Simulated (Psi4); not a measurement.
# UMP2/def2-SVP (density fitting, density fitting for correlation, sweep point 2) run of Si2H5 (SMILES [SiH2][SiH3])

What is the energy change on altering one bond length of Si2H5 at UMP2/def2-SVP (density fitting, density fitting for correlation, sweep point 2)? 

The calculation is run with Psi4 1.11.

**1. The structure to begin with**

Si2H5 has 7 atoms, charge 0, and is taken as a doublet. SMILES: `[SiH2][SiH3]`. The coordinates come from a PBE0-D4/def2-TZVP relaxation.

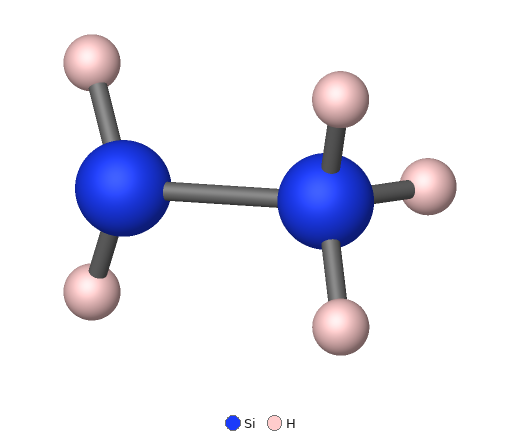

Viewed from a chosen angle; silicon blue, hydrogen pink.

**2. A single-point energy at UMP2/def2-SVP (density fitting, density fitting for correlation, sweep point 2)**

job.dat

```
memory 1600 MB

molecule molecule1 {
  0 2
  Si    -0.209600    -1.361200    -0.191100
  Si     0.357900     0.889200    -0.062000
  H     -0.002600    -2.123900     1.070300
  H     -1.573600    -1.624600    -0.725600
  H      0.210000     1.502800    -1.408000
  H     -0.495800     1.643100     0.898600
  H      1.774900     1.006800     0.372200
  units angstrom
  symmetry c1
}

set basis def2-SVP
set reference uhf
set puream true
set scf_type df
set num_frozen_docc 10
set maxiter 150

e_tot, wfn = energy('mp2', return_wfn=True)
```

Launch:

```bash
$ psi4 -i job.dat -o job.out -n 1
```

job.out (excerpt; [...] marks lines left out):

```text
[...]
  Running in c1 symmetry.
[...]
  Nuclear repulsion =   82.797384022765954
[...]
  Multiplicity = 2
[...]
  Nalpha       = 17
  Nbeta        = 16
[...]
    Number of basis functions: 61
[...]
   @DF-UHF iter   1:  -580.50391510550048   -6.52276e-01   2.44816e-03 ADIIS/DIIS
[...]
   @DF-UHF iter  12:  -580.54291189608170   -6.82121e-12   7.45535e-09 DIIS
[...]
   @S^2 Observed:                7.577456463E-01
[...]
    Orbital Energies [Eh]
    ---------------------
    Alpha Occupied:
       1A    -68.757594     2A    -68.756911     3A     -6.133983
       4A     -6.130902     5A     -4.250385     6A     -4.241188
       7A     -4.240804     8A     -4.240531     9A     -4.240527
      10A     -4.240272    11A     -0.762308    12A     -0.674841
      13A     -0.504450    14A     -0.494760    15A     -0.475733
      16A     -0.426250    17A     -0.324574
    Alpha Virtual:
      18A      0.135288    19A      0.155770    20A      0.163841
      21A      0.199417    22A      0.203598    23A      0.212202
      24A      0.301879    25A      0.382341    26A      0.439414
[...]
  @DF-UHF Final Energy:  -580.54291189608170
   => Energetics <=
    Nuclear Repulsion Energy =             82.7973840227659537
    One-Electron Energy =                -969.3312831344800315
    Two-Electron Energy =                 305.9909872156322876
    Total Energy =                       -580.5429118960817050
  UHF NO Occupations:
  HONO-2 :   15  A 1.9995752
  HONO-1 :   16  A 1.9970388
[...]
 Multipole Moments:
 ------------------------------------------------------------------------------------
     Multipole            Electronic (a.u.)      Nuclear  (a.u.)        Total (a.u.)
 ------------------------------------------------------------------------------------
 L = 1.  Multiply by 2.5417464519 to convert [e a0] to [Debye]
 Dipole X            :          0.4123678           -0.3934292            0.0189387
 Dipole Y            :         -1.3514991            1.3612984            0.0097993
 Dipole Z            :         -0.7357273            0.7220243           -0.0137030
 Magnitude           :                                                    0.0253470
[...]
```

Run time: 2.5 s. Hardware: 1 thread of Intel Xeon Platinum 8259CL at 2.50GHz (Skylake/Cascade Lake), shared host; peak memory 0.2 GiB.

**3. The distorted shape**

calc.in

```
memory 1600 mb

molecule system {
  0 2
  Si    -0.313103    -0.979839    -0.821818
  Si     0.254397     1.270561    -0.692718
  H     -0.002600    -2.123900     1.070300
  H     -1.677103    -1.243239    -1.356318
  H      0.106497     1.884161    -2.038718
  H     -0.599303     2.024461     0.267882
  H      1.671397     1.388161    -0.258518
  symmetry c1
}

set basis def2-SVP
set reference uhf
set puream true
set scf_type df
set num_frozen_docc 10
set maxiter 150

E, wfn = energy('mp2', return_wfn=True)
```

Launch:

```bash
$ psi4 -n 1 calc.in calc.out
```

calc.out (excerpt; [...] marks lines left out):

```text
[...]
  Running in c1 symmetry.
[...]
  Nuclear repulsion =   80.691669588540421
[...]
  Multiplicity = 2
[...]
  Nalpha       = 17
  Nbeta        = 16
[...]
    Number of basis functions: 61
[...]
   @DF-UHF iter   1:  -580.42182508073006   -7.65988e-01   2.42095e-03 ADIIS/DIIS
[...]
   @DF-UHF iter  16:  -580.46274215675544   -4.32010e-12   7.43935e-09 DIIS
[...]
   @S^2 Observed:                7.564689407E-01
[...]
    Orbital Energies [Eh]
    ---------------------
    Alpha Occupied:
       1A    -68.802289     2A    -68.769701     3A     -6.172112
       4A     -6.143650     5A     -4.287576     6A     -4.277892
       7A     -4.277783     8A     -4.254038     9A     -4.253369
      10A     -4.253054    11A     -0.765684    12A     -0.665101
      13A     -0.504389    14A     -0.502191    15A     -0.459717
      16A     -0.387362    17A     -0.332130
    Alpha Virtual:
      18A      0.048939    19A      0.134720    20A      0.155643
      21A      0.180134    22A      0.196195    23A      0.202429
      24A      0.312020    25A      0.374610    26A      0.433628
[...]
  @DF-UHF Final Energy:  -580.46274215675544
   => Energetics <=
    Nuclear Repulsion Energy =             80.6916695885404209
    One-Electron Energy =                -964.5633697531820872
    Two-Electron Energy =                 303.4089580078862127
    Total Energy =                       -580.4627421567554393
  UHF NO Occupations:
  HONO-2 :   15  A 1.9997417
  HONO-1 :   16  A 1.9973318
[...]
 Multipole Moments:
 ------------------------------------------------------------------------------------
     Multipole            Electronic (a.u.)      Nuclear  (a.u.)        Total (a.u.)
 ------------------------------------------------------------------------------------
 L = 1.  Multiply by 2.5417464519 to convert [e a0] to [Debye]
 Dipole X            :          0.2432966           -0.3044893           -0.0611927
 Dipole Y            :         -0.5913027            1.0335960            0.4422933
 Dipole Z            :         -1.7551805            1.2639985           -0.4911821
 Magnitude           :                                                    0.6637980
[...]
```

It took 2.5 s on 1 thread of Intel Xeon Platinum 8259CL at 2.50GHz (Skylake/Cascade Lake), shared host; peak memory 0.2 GiB.

**4. Summary of results**

Level: UMP2/def2-SVP (density fitting, density fitting for correlation, sweep point 2), 10 core orbitals frozen.

```
                                                                   quantity          value
                                                  first shape: total energy  -580.73347 Eh
    first shape: HOMO energy (Hartree–Fock orbitals) (highest over α and β)       -8.83 eV
     first shape: LUMO energy (Hartree–Fock orbitals) (lowest over α and β)        1.08 eV
                  first shape: correlation energy (10 core orbitals frozen)     -190.6 mEh
                             first shape: ⟨S²⟩ of the reference determinant          0.758
                                              distorted shape: total energy  -580.65645 Eh
distorted shape: HOMO energy (Hartree–Fock orbitals) (highest over α and β)       -9.04 eV
 distorted shape: LUMO energy (Hartree–Fock orbitals) (lowest over α and β)        0.62 eV
              distorted shape: correlation energy (10 core orbitals frozen)     -193.7 mEh
                         distorted shape: ⟨S²⟩ of the reference determinant          0.756
         energy change with the Si1–H3 bond stretched from 1.489 to 2.233 Å       2.096 eV
```

What this shows: With the Si1–H3 bond stretched from 1.489 to 2.233 Å the energy rises by 2.10 eV (202 kJ/mol). The first shape isn't relaxed at this level, so the change isn't measured from a minimum.
